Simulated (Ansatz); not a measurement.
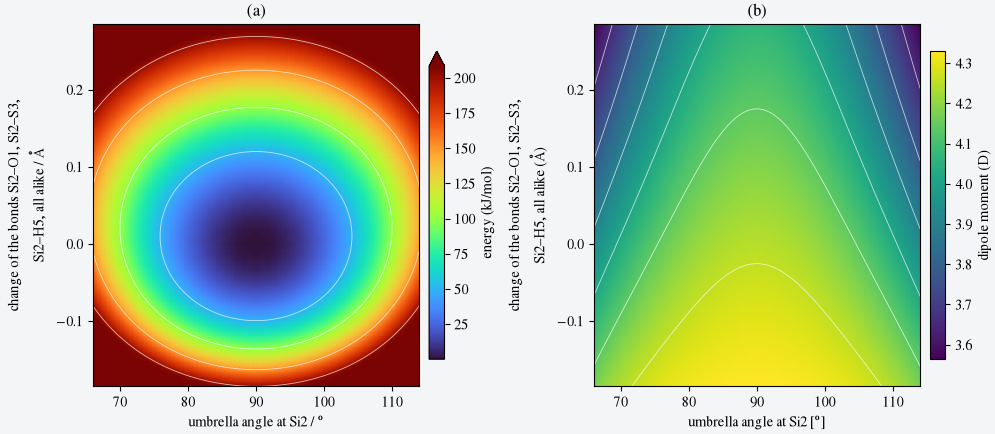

H2OSSi, SMILES O[SiH]=S. Coordinates scanned: (1) umbrella angle at Si2 (between each of its bonds and their common axis; 90 is planar); (2) change of the bonds Si2–O1, Si2–S3, Si2–H5, all alike. Nothing is relaxed (all other coordinates rigid). The scan uses a 15 × 15 grid; 120 points were computed and 105 follow by symmetry. Points are written as (first, second). All energies are given in kJ/mol relative to the relaxed molecule at the same level. These are results of Ansatz, RKS PBE0-D4/def2-TZVP, not measurements.

Panel (a) is the energy and panel (b) the computed dipole moment on the same grid.

In the figure: a smooth colour map with a few white contour lines, one colour for all values above the top of the scale. Between grid points the surface is interpolated.

### How does the dipole moment vary over the map, and what is it at the lowest grid point?

Leaving out the highest fifth of the energies, it runs from 3.68 D at (66.0°, 0.185 Å) to 4.33 D at (90.0°, −0.185 Å). At the lowest grid point, (90.0°, 0.017 Å), it is 4.24 D.
